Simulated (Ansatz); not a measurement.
# AsH3 (arsine): FCI/STO-3G

What is the vertical ionisation energy of AsH3 (arsine) at FCI/STO-3G? 

The calculation is run with Ansatz 0.2.0.

29 further runs of the same task are left out: 1 that didn't finish, 28 set aside as unsound or not needed.

**1. The structure to begin with**

AsH3: 4 atoms, total charge 0, spin state singlet. As SMILES, `[AsH3]`. The shape is that of a PBE0-D4/def2-TZVP optimisation.

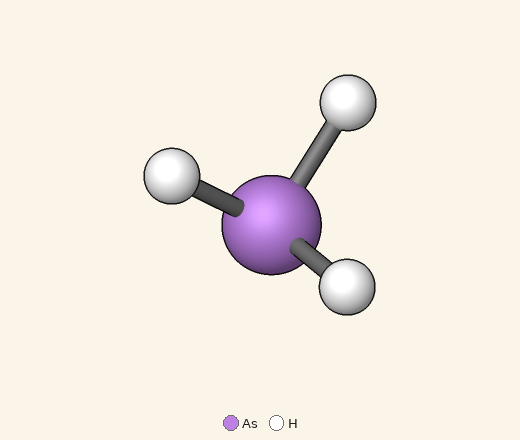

The structure, seen from a chosen angle (arsenic purple, hydrogen white).

**2. The energy at FCI/STO-3G**

input.yaml reads:

```yaml
crystal:
  periodic: [false, false, false]
  atoms:
    - {symbol: As, position_ang: [-0.215800, 0.487600, -0.346000]}
    - {symbol: H, position_ang: [0.349900, 0.630300, 1.059400]}
    - {symbol: H, position_ang: [-1.068000, -0.705500, 0.061100]}
    - {symbol: H, position_ang: [0.933900, -0.412500, -0.774500]}
basis:
  gaussian:
    orbitals: STO-3G
correlation:
  method: fci
  frozen_orbitals: {As: 9, H: 0}
accuracy: high
```

The run is started by

```bash
$ ansatz run input.yaml --threads 1 --pin off --max-ram 2610MiB --events-out events.jsonl --progress --plain --runs-dir runs
```

What it wrote:

```text
Warning: RAYON_NUM_THREADS=1 ignored (pool sized by the plan → 1); use --threads N
Functional definition: HF
  name "HF"
  exchange = exact_x
  correlation = 0
262 factors; integrals over basis functions are off by at most 1.8e-8 eV
mean field evaluation 1: about -60164.4741 eV, gradient 4.8e0 eV
mean field evaluation 2: about -60164.4822 eV, gradient 4.8e0 eV
mean field evaluation 4: about -60164.5922 eV, gradient 1.9e-1 eV
mean field evaluation 8: about -60164.5924 eV, gradient 6.4e-6 eV
mean field -60164.59239043 eV, -2211.0079893230 hartree, gradient 1.3e-8 eV, S^2 0.000000; 0 other end points of the search recorded, 0 dependent functions left out
9 core orbitals not correlated: weight in the atoms' cores, before any rotation towards them, 1.000 or more for the frozen orbitals, at most 0.000 for the correlated occupied ones
reference -60164.59239043 eV, -2211.0079893230 hartree; 9, 9 occupied and 3, 3 virtual orbitals, 262 factors
state -60166.24019266 eV, -2211.0685449380 hartree
Total energy: -60166.24019266 eV, -2211.0685449380 hartree
```

Wall time 1.6 s (1 thread of Intel Xeon Platinum 8488C (Sapphire Rapids), shared host).

**3. The doublet cation, same level**

in.yaml reads:

```yaml
crystal:
  periodic: [false, false, false]
  atoms:
    - {symbol: As, position_ang: [-0.215800, 0.487600, -0.346000]}
    - {symbol: H, position_ang: [0.349900, 0.630300, 1.059400]}
    - {symbol: H, position_ang: [-1.068000, -0.705500, 0.061100]}
    - {symbol: H, position_ang: [0.933900, -0.412500, -0.774500]}
basis:
  gaussian:
    orbitals: STO-3G
total_charge: 1
magnetization:
  spin_polarized: true
  initial_magnetization: 1
correlation:
  method: fci
  frozen_orbitals: {As: 9, H: 0}
accuracy: high
```

The run is started by

```bash
$ ansatz run in.yaml --threads 1 --pin off --max-ram 2610MiB --events-out events.jsonl --progress --plain --runs-dir runs
```

What it wrote:

```text
Warning: RAYON_NUM_THREADS=1 ignored (pool sized by the plan → 1); use --threads N
[... 4 set-up lines as earlier in the session ...]
261 factors; integrals over basis functions are off by at most 1.8e-8 eV
mean field evaluation 1: about -60157.0814 eV, gradient 3.0e0 eV
mean field evaluation 2: about -60157.0862 eV, gradient 3.0e0 eV
mean field evaluation 4: about -60157.2088 eV, gradient 4.1e-1 eV
mean field evaluation 8: about -60157.2162 eV, gradient 1.3e-7 eV
mean field -60157.21621032 eV, -2210.7369197034 hartree, gradient 3.8e-8 eV, S^2 0.753591; 0 other end points of the search recorded, 0 dependent functions left out
9 core orbitals not correlated: weight in the atoms' cores, before any rotation towards them, 1.000 or more for the frozen orbitals, at most 0.000 for the correlated occupied ones
reference -60157.20324813 eV, -2210.7364433519 hartree; 9, 8 occupied and 3, 4 virtual orbitals, 261 factors
state -60158.84270227 eV, -2210.7966921804 hartree
Total energy: -60158.84270227 eV, -2210.7966921804 hartree
```

Run time: 0.48 s. Hardware: 1 thread of Intel Xeon Platinum 8488C (Sapphire Rapids), shared host.

**4. Results**

At FCI/STO-3G, 9 core orbitals frozen:

```
                                                   quantity           value
                                 singlet AsH3: total energy  -2211.06854 Eh
  singlet AsH3: correlation energy (9 core orbitals frozen)       -60.6 mEh
                               doublet cation: total energy  -2210.79669 Eh
doublet cation: correlation energy (9 core orbitals frozen)       -60.2 mEh
         vertical ionisation energy (to the doublet cation)        7.397 eV
```

In words: The vertical ionisation energy comes to 7.40 eV (171 kcal/mol). In a minimal basis such a difference can be off by several eV, whatever the method.
